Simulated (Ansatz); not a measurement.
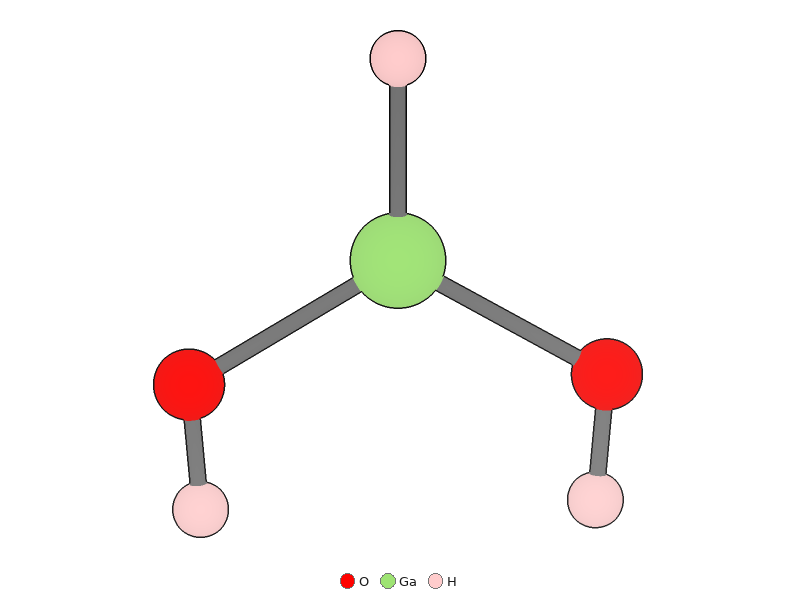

A ball-and-stick model of a molecule. Every bond is drawn as one stick, whatever its order.

Identify the structure.

Formula GaH3O2. This geometry has C2v symmetry. All atoms lie on one plane. Coordination: 2 O bent; 1 Ga trigonal planar.

The parts below concern this one geometry. Atoms keep their numbers from picture to picture. The computed structure is the end point of a PBE0-D4/def2-TZVP optimisation. No frequency run is at hand to confirm it as a minimum.

## Geometry

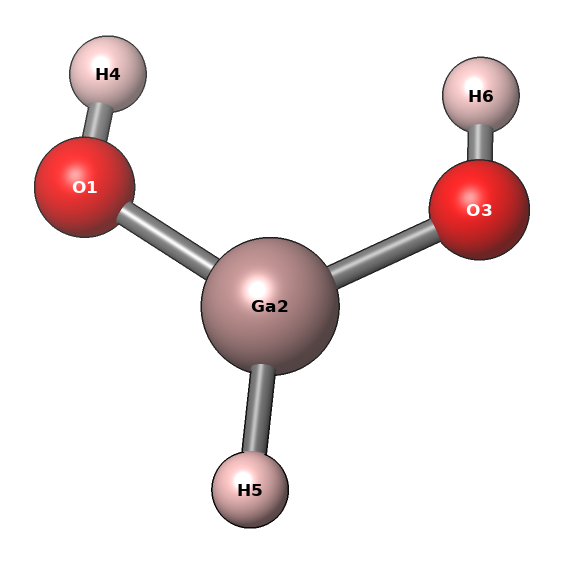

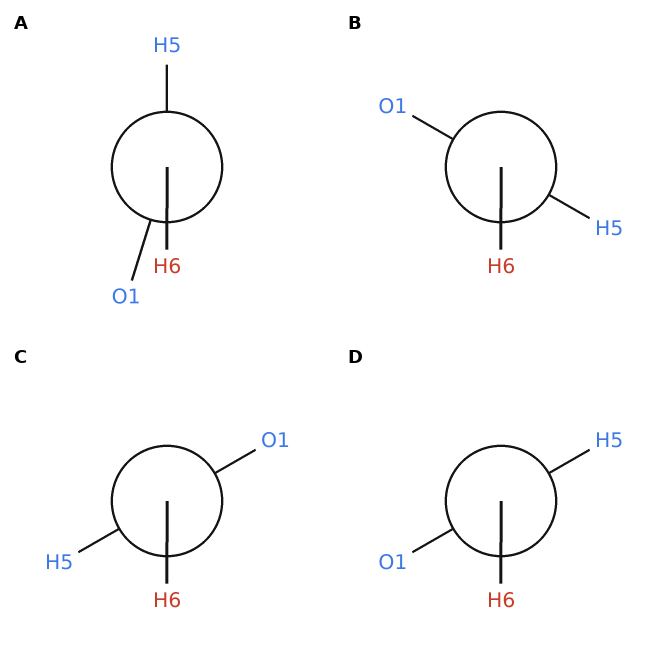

Distant atoms are faded towards the background colour. Bonds that would overlap in a projection are set slightly apart. No frequency run is at hand to confirm it as a minimum.

**Which Newman projection shows the view along O3–Ga2, with O3 in front?**

A. The torsion angle H6–O3–Ga2–O1 is 0°, synperiplanar (eclipsed).

## Electronic properties

No frequency run is at hand to confirm it as a minimum. Level of theory: RKS PBE0-D4/def2-TZVPP (Ansatz 0.2.0).

**Give the LUMO energy (Kohn–Sham orbital) at this level.**

−0.49 eV.

**Give the HOMO energy (Kohn–Sham orbital) at this level.**

−8.76 eV.

## Dipole moment

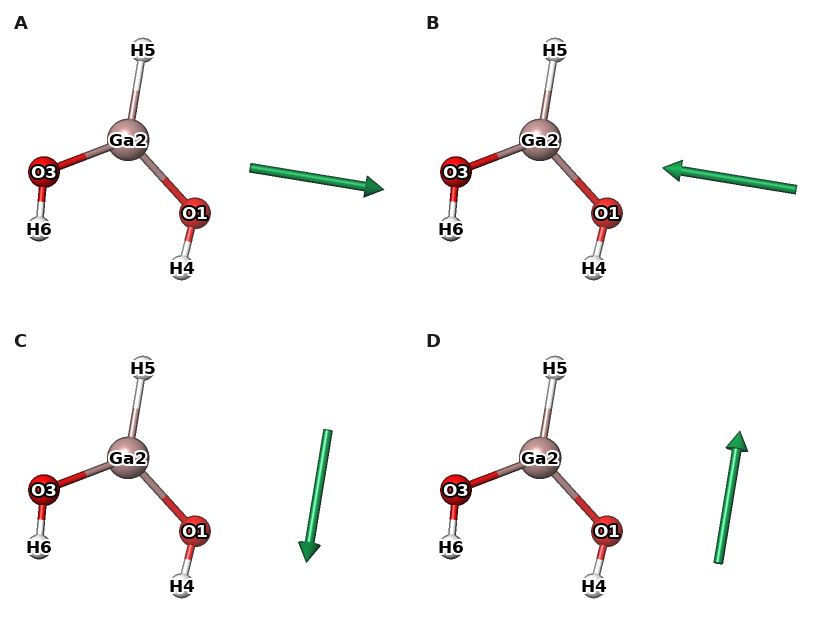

The same molecule four times, each with an arrow. No frequency run is at hand to confirm it as a minimum. Method: RKS PBE0-D4/def2-TZVP (Ansatz 0.2.0).

**Which arrow points along the dipole moment, from the negative to the positive end?**

C. The dipole moment is 1.45 D; it points from the side of H5 to the side of H4, H6 (the outermost atoms at the two ends).

## Charges

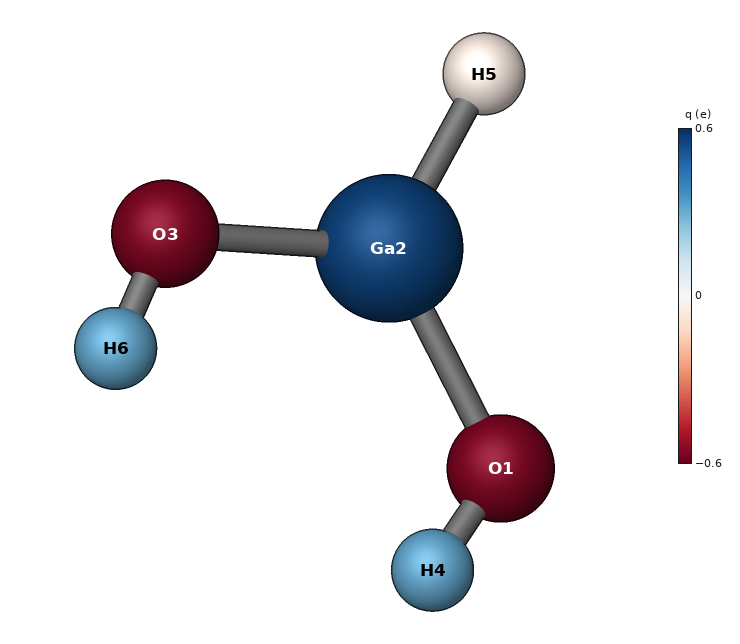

Atoms are coloured by their Mulliken charges. No frequency run is at hand to confirm it as a minimum. Level of theory: RKS PBE0-D4/def2-TZVP (Ansatz 0.2.0).

Give the Mulliken charges atom by atom.

| atom | value (e) |
| --- | --- |
| O1 | −0.56 |
| Ga2 | 0.56 |
| O3 | −0.56 |
| H4 | 0.31 |
| H5 | −0.05 |
| H6 | 0.31 |

Mulliken values depend strongly on the basis set and can even reverse the polarity of a bond.
